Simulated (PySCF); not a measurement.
C₂H₆S, SMILES `CSC`.

Method: PBE0/def2-TZVP; geometry: GFN2-xTB; program: PySCF. No frequency check shows the geometry to be a minimum. GFN2-xTB bond lengths at metals and heavier atoms can be off by up to 0.1 Å and shapes distorted, which carries into these values.

Coordinates in Å:

```
C1       1.3767    0.5180    0.0005
S2      -0.0001   -0.6641    0.0000
C3      -1.3766    0.5180   -0.0005
H4       1.3268    1.1341    0.8942
H5       2.2924   -0.0633   -0.0022
H6       1.3275    1.1339   -0.8932
H7      -2.2923   -0.0632    0.0022
H8      -1.3272    1.1342    0.8932
H9      -1.3267    1.1341   -0.8942
```

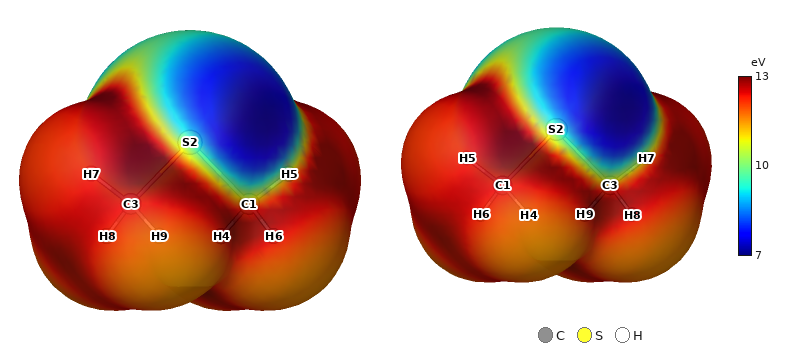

Average local ionisation energy on the surface of electron density 0.001 a.u. (back view left, front view right).

Where are the most loosely bound electrons on this surface?

Answer. The lowest value is 7.1 eV, 2.3 Å from S2, and at like points elsewhere. Further minima include 11.4 eV, 1.4 Å from H8, and at like points elsewhere. For comparison, the highest occupied orbital lies at −6.2 eV.

What volume does the surface enclose, and what is the dipole moment?

Answer. About 93 Å³; the dipole moment is 1.6 D.
